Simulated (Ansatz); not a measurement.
# Bands, cutoff and cost in G0W0 for LaInO3 (Pnma), part 2 of 2

How do accuracy and time trade against each other in G0W0 on LaInO3 (Pnma)?

Ansatz 0.2.0; G0W0 on r2SCAN, plane waves, PAW. Known limits of the many-body steps: not at the basis limit; f levels unsure; no spin-orbit coupling; coarse k mesh.

So far. Step 4 (940 empty bands, screening to 130 eV): Against the run with 2×2×2 mesh, 436 empty bands, screening to 78 eV, the gap moves by +0.09 eV.

**5. Changing the frequency model: 2×2×2 mesh, 436 empty bands, screening to 78 eV, plasmon pole**

A plasmon pole stands in for the full frequency dependence of the screening; this run shows what that costs in accuracy. Bands and cutoff differ from the step before, so it is read against an earlier run that matches them.

Contents of input.yaml:

```yaml
crystal:
  lattice:
    - [5.9404, 0.0, 0.0]
    - [0.0, 8.2158, 0.0]
    - [0.0, 0.0, 5.7229]
  atoms:
    - { symbol: La, position: [0.9463878551, 0.25, 0.0153056088] }
    - { symbol: La, position: [0.5536121449, 0.75, 0.5153056088] }
    - { symbol: La, position: [0.4463878551, 0.25, 0.4846943912] }
    - { symbol: La, position: [0.0536121449, 0.75, 0.9846943912] }
    - { symbol: In, position: [0.0, 0.0, 0.5] }
    - { symbol: In, position: [0.5, 0.0, 0.0] }
    - { symbol: In, position: [0.5, 0.5, 0.0] }
    - { symbol: In, position: [0.0, 0.5, 0.5] }
    - { symbol: O, position: [0.044381747, 0.25, 0.6126999622] }
    - { symbol: O, position: [0.455618253, 0.75, 0.1126999622] }
    - { symbol: O, position: [0.544381747, 0.25, 0.8873000378] }
    - { symbol: O, position: [0.955618253, 0.75, 0.3873000378] }
    - { symbol: O, position: [0.1980525852, 0.0593550044, 0.195575952] }
    - { symbol: O, position: [0.3019474148, 0.9406449956, 0.695575952] }
    - { symbol: O, position: [0.6980525852, 0.4406449956, 0.304424048] }
    - { symbol: O, position: [0.8019474148, 0.5593550044, 0.804424048] }
    - { symbol: O, position: [0.8019474148, 0.9406449956, 0.804424048] }
    - { symbol: O, position: [0.6980525852, 0.0593550044, 0.304424048] }
    - { symbol: O, position: [0.3019474148, 0.5593550044, 0.695575952] }
    - { symbol: O, position: [0.1980525852, 0.4406449956, 0.195575952] }
kpoints:
  mp_grid: { grid: [2, 2, 2] }
hamiltonian:
  xc: r2scan
scf:
  occupations: { method: fixed }
gw:
  n_empty_bands: 436
  ecut_chi: 78
  qp_bands: [v4, c4]
  qp_kpoints: band_edges
  screening: { model: godby_needs }
```

On the command line:

```sh
$ ansatz run input.yaml --threads 8 --pin off --max-ram 55296MiB --backend cuda --events-out ev --progress --plain --runs-dir out --devices 1 --max-vram 24GiB
```

Numbers of over 12 decimals in the logs are rounded to 6 here.

What it wrote:

```text
GPUs: using 1 of 1 available (devices: 1).
[...]
GPU FFT provider: cuFFT
GPU libraries: cuBLAS 13.8.2, cuFFT 12.4.0, cuSOLVER 12.3.4
Crystal: 20 atoms, lattice volume = 279.307 Å³
Basis set: ecut = 500 eV, 7101 PW (Γ), exchange–correlation on 180×240×180 points (64 copies of the dense FFT grid, shifted against one another)
Bands: 104, of which v1, the nominal top of the filled ones, is band 84 counted from 1 (83 counted from 0)
[...]
7    84      9.5253   -26.4278     4.5769   -21.7868  0.7946     9.4612     9.4612  root
     7    85     15.2342   -18.9714    -7.8607   -31.2932  0.8139    19.8288    19.6953  root ?
     7    86     15.2342   -18.9714    -7.8607   -31.2932  0.8139    19.8288    19.6953  root ?
     7    87     15.2342   -18.9714    -7.8607   -31.2932  0.8139    19.8288    19.6953  root ?
     7    88     15.2342   -18.9714    -7.8607   -31.2932  0.8139    19.8288    19.6953  root ?
[key lines of the parts left out:]
SCF converged after 8 iterations
Free energy (F): -54353.699034 eV
Fermi energy:    9.790933 eV
```

Wall time 12 s (1 × NVIDIA H100 80GB HBM3 with 8 threads of AMD EPYC 7R13 (Zen 3), shared host); peak memory 2.9 GiB; 50 s of CPU time.

This step gave:

```
bands summed                                 : 520
plasmon-pole fit frequency                   : 28.80 eV
RPA ε∞ on this mesh (eigenvalues)            : 4.153, 4.275, 4.377
plane waves in the screening matrix          : 431
G0W0 gap on the mesh                         : 4.436 eV
k of the valence top                         : 0, 0, 0
k of the conduction bottom                   : 0, 0, 0
starting gap on the mesh                     : 3.554 eV
least direct G0W0 gap on the computed points : 4.436 eV
```

Against the run with 2×2×2 mesh, 436 empty bands, screening to 78 eV, the gap moves by −0.007 eV.

**6. Changing the files: 2×2×2 mesh, 436 empty bands, screening to 78 eV, hard PAW files**

Other atomic data (hard PAW) test the pseudisation: the cutoff goes from 500 to 1050 eV and the valence electrons from 168 to 200, which opens shells that were frozen.

Edit input.yaml of step 5 so:

```diff
@@ -30,2 +30,3 @@
   xc: r2scan
+  pseudopotentials: { kind: paw, source: ansatz }
 scf:
@@ -37,2 +38,2 @@
   qp_kpoints: band_edges
-  screening: { model: godby_needs }
+  screening: { model: contour_deformation }
```

What it wrote:

```text
GPUs: using 1 of 1 available (devices: 1).
[...]
GPU FFT provider: cuFFT
GPU libraries: cuBLAS 13.8.2, cuFFT 12.4.0, cuSOLVER 12.3.4
Crystal: 20 atoms, lattice volume = 279.307 Å³
Basis set: ecut = 1050 eV, 21559 PW (Γ), exchange–correlation on 288×400×288 points (64 copies of the dense FFT grid, shifted against one another)
Bands: 120, of which v1, the nominal top of the filled ones, is band 100 counted from 1 (99 counted from 0)
[...]
7   100     10.3012   -26.4136     4.5647   -21.7707  0.7713    10.2229    10.2230  root
     7   101     16.0450   -18.8849    -8.4591   -31.1640  0.7559    20.2923    19.8650  root ?
     7   102     16.0450   -18.8849    -8.4591   -31.1640  0.7559    20.2923    19.8650  root ?
     7   103     16.0450   -18.8849    -8.4591   -31.1640  0.7559    20.2923    19.8650  root ?
     7   104     16.0450   -18.8849    -8.4591   -31.1640  0.7559    20.2923    19.8650  root ?
[key lines of the parts left out:]
SCF converged after 10 iterations
Free energy (F): -67944.074793 eV
Fermi energy:    10.560682 eV
```

The job ended after 21 s (1 × NVIDIA H100 80GB HBM3 with 8 threads; peak memory 6.7 GiB; 56 s of CPU time).

Numbers from this step:

```
bands summed                                 : 536
RPA ε∞ on this mesh (eigenvalues)            : 4.149, 4.271, 4.372
plane waves in the screening matrix          : 431
G0W0 gap on the mesh                         : 4.425 eV
k of the valence top                         : 0, 0, 0
k of the conduction bottom                   : 0, 0, 0
starting gap on the mesh                     : 3.571 eV
least direct G0W0 gap on the computed points : 4.425 eV
```

Against the run with 2×2×2 mesh, 436 empty bands, screening to 78 eV, the gap moves by −0.017 eV.

**7. The runs together**

Times are wall times on 1 × NVIDIA H100 80GB HBM3 with 8 threads of AMD EPYC 7R13 (Zen 3), shared host, good to a factor of about two.

| mesh | files | frequency | bands summed | cutoff (eV) | start (eV) | G0W0 (eV) | time | host memory (GiB) |
| --- | --- | --- | --- | --- | --- | --- | --- | --- |
| 2×2×2 | default PAW | contour deformation | 238 | 39 | 3.554 | 4.753 | 6.4 s | 2.1 |
| 2×2×2 | default PAW | contour deformation | 520 | 78 | 3.554 | 4.442 | 9.2 s | 2.8 |
| 2×2×2 | default PAW | contour deformation | 1024 | 130 | 3.554 | 4.528 | 17 s | 4.5 |
| 2×2×2 | default PAW | plasmon pole | 520 | 78 | 3.554 | 4.436 | 12 s | 2.9 |
| 2×2×2 | hard PAW | contour deformation | 536 | 78 | 3.571 | 4.425 | 21 s | 6.7 |

The parts of the quasiparticle energy at the two band edges (eV; QP = start + Σx + Σc − Vxc):

| run | edge | start | Σx | Σc | Vxc | Z | QP |
| --- | --- | --- | --- | --- | --- | --- | --- |
| 238 bands | valence top | 9.79 | -27.49 | 4.41 | -23.14 | 0.79 | 9.85 |
| 238 bands | conduction bottom | 13.35 | -12.52 | -2.97 | -16.74 | 0.83 | 14.60 |
| 520 bands | valence top | 9.79 | -27.49 | 4.31 | -23.14 | 0.78 | 9.75 |
| 520 bands | conduction bottom | 13.35 | -12.52 | -3.38 | -16.74 | 0.83 | 14.19 |
| 1024 bands | valence top | 9.79 | -27.49 | 4.03 | -23.14 | 0.77 | 9.47 |
| 1024 bands | conduction bottom | 13.35 | -12.52 | -3.57 | -16.74 | 0.82 | 14.00 |

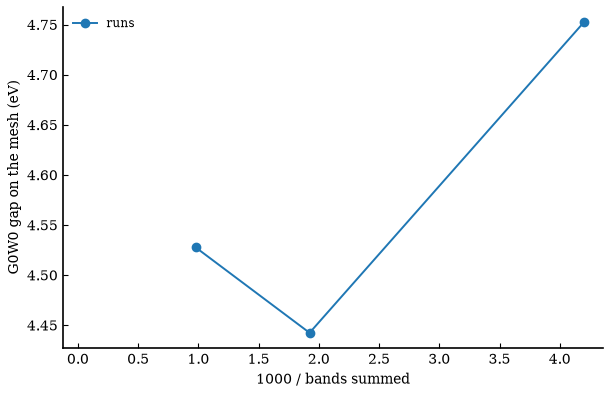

The gap against one over the number of bands.

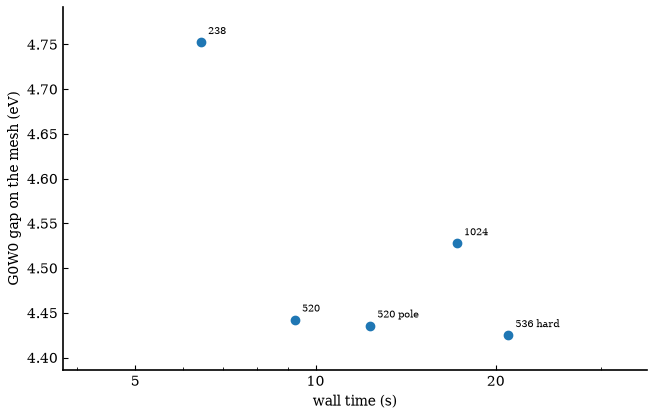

Result against wall time.

**8. Results**

| Quantity | Value |
| --- | --- |
| 238 bands, 39 eV | 4.753 eV |
| 520 bands, 78 eV | 4.442 eV |
| 1024 bands, 130 eV | 4.528 eV |
| mesh and start | 2×2×2, r2SCAN |

From 238 to 1024 bands the gap moves by −0.22 eV while the time grows 2.7-fold. Σc changes by −0.38 eV at the valence top and −0.61 eV at the conduction bottom, so the levels themselves move more than the gap between them. The gap turns back along the series, so no limit is drawn from it. The plasmon-pole model gives −0.01 eV against contour deformation, 1 % of the correction, and saved no time in this program. Hard PAW files move the gap by −0.02 eV at equal bands and cutoff, +0.02 eV of it in the start. The 2×2×2 mesh is coarse for this cell (its supercell is 11 Å along the shortest edge). The RPA ε∞ on it, from the r2SCAN start, is 4.12, 4.23 and 4.34; such meshes misread the long-range screening, most where the gap is narrow. Empty 4f levels lie among the conduction bands. Their place in the start is unsure; it enters the screening, and the edge itself where they lie low. The many-body steps are scalar-relativistic: spin-orbit coupling is not in them.

[Paths, hosts, dates, memory and timing lines, banners, echoed tables and standing remarks are left out of the program output.]

[Logs are printed without paths, hosts, clocks, repeated set-up lines and the standing remarks that a program may print on its own settings, such as how far it seeks lower states.]

[Runs of the session that timed out or met a known fault of the program may be left out.]

[Cells called generated may have been cut or substituted from an entry of the Crystallography Open Database or the Materials Project.]

[Hosts, paths, dates, database ids (printed as entryN), source tags and the programs' standing remarks are cut or masked in the printed files.]
